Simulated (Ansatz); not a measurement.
**ClH9Si4···H2O···HF: density, localisation and related maps**

The calculation's input:

```
crystal:
  periodic: [false, false, false]
  atoms:
    - {symbol: Si, position_ang: [-0.454903, 0.462638, 1.070891]}
    - {symbol: Si, position_ang: [1.845657, 0.887662, 1.111784]}
    - {symbol: Si, position_ang: [-1.673213, 1.968708, -0.247891]}
    - {symbol: Si, position_ang: [-0.908109, -1.781377, 0.573161]}
    - {symbol: Cl, position_ang: [-1.055751, 0.735808, 3.061517]}
    - {symbol: H, position_ang: [0.933653, -0.463229, -1.981943]}
    - {symbol: O, position_ang: [0.126901, 0.011351, -1.743817]}
    - {symbol: H, position_ang: [1.449380, -2.380227, -0.973457]}
    - {symbol: F, position_ang: [1.983580, -2.108984, -1.688904]}
    - {symbol: H, position_ang: [2.478061, -0.019873, 2.107014]}
    - {symbol: H, position_ang: [2.477428, 0.662311, -0.213700]}
    - {symbol: H, position_ang: [2.071505, 2.296317, 1.530224]}
    - {symbol: H, position_ang: [-2.451316, 1.242981, -1.288992]}
    - {symbol: H, position_ang: [-0.759986, 2.933928, -0.912099]}
    - {symbol: H, position_ang: [-2.627172, 2.716112, 0.614400]}
    - {symbol: H, position_ang: [0.363912, -2.511384, 0.244084]}
    - {symbol: H, position_ang: [-1.824023, -1.964765, -0.582018]}
    - {symbol: H, position_ang: [-1.462865, -2.498431, 1.751458]}
    - {symbol: H, position_ang: [-0.512639, -0.189646, -2.431415]}
basis:
  gaussian: {orbitals: def2-TZVPP}
hamiltonian: {xc: pbe0, dispersion: d4}
output: {orbitals: {seedname: orbitals}}
```

Command:

```sh
ansatz run in.yaml --threads 5 --pin off --events-out ev --progress --plain --max-ram 66560MiB --backend cuda --devices 0, --max-vram 37GiB
```

The reactant side of a reaction path; geometry: PBE0-D4/def2-TZVP.

Level of theory: RKS PBE0-D4/def2-TZVPP in Ansatz.

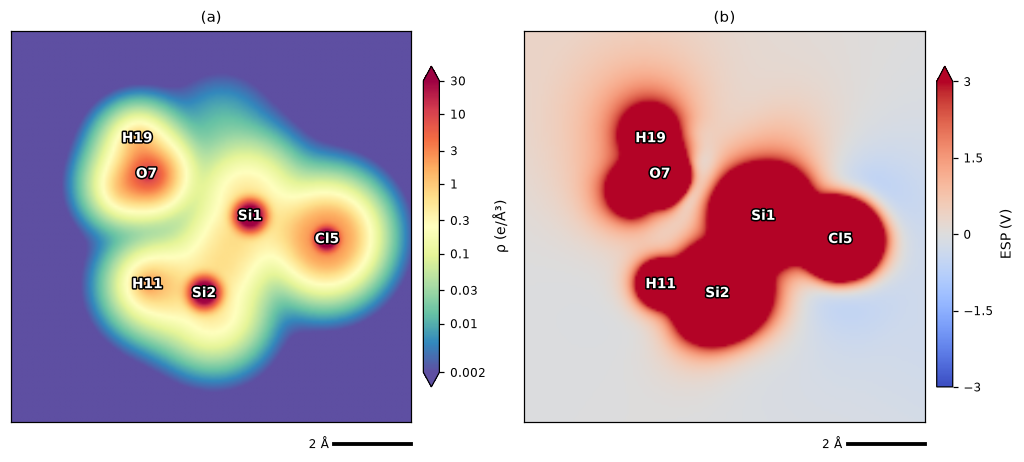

Figure 1. (a) electron density; (b) electrostatic potential on the plane of atoms Si1, Si2 and H11.

Read the bonding off the picture.

Atoms in the plane: Si, Cl, O and H. Si–Cl (2.10 Å): ρ is about 0.83 e/Å³ halfway. Si–Si (2.34 Å): the density is about 0.63 e/Å³ at the midpoint. O–H (0.96 Å): ρ is about 3.8 e/Å³ halfway. Si–H (1.49 Å): the density is about 0.8 e/Å³ at the midpoint. Outside the dense part of the complex the potential is most negative (−0.6 V) near Cl5.

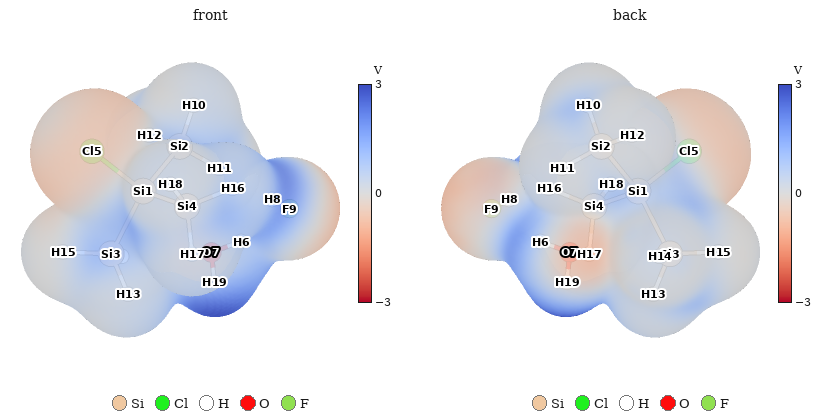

Figure 2. The molecular electrostatic potential painted on the density surface at 0.002 e/bohr³, seen from the front and from behind; red is negative and blue positive.

Where is the surface potential most negative and most positive?

The most negative region (about −0.7 V) lies over O7 and F9, the most positive (about +2.7 V) over H19.

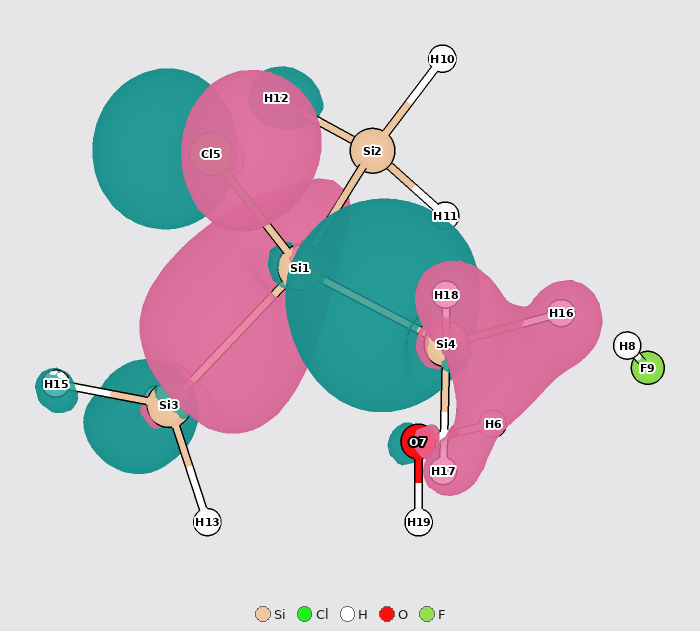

Figure 3. The HOMO−1 at ±0.1 Å⁻³ᐟ² (teal and pink are the two phases), seen at a tilt.

What is the character of this orbital?

By Hirshfeld shares it lies mainly on Si1 (about 25 %), Cl5 (about 25 %), Si4 (about 20 %) and Si3 (about 15 %). Its energy is −7.80 eV.
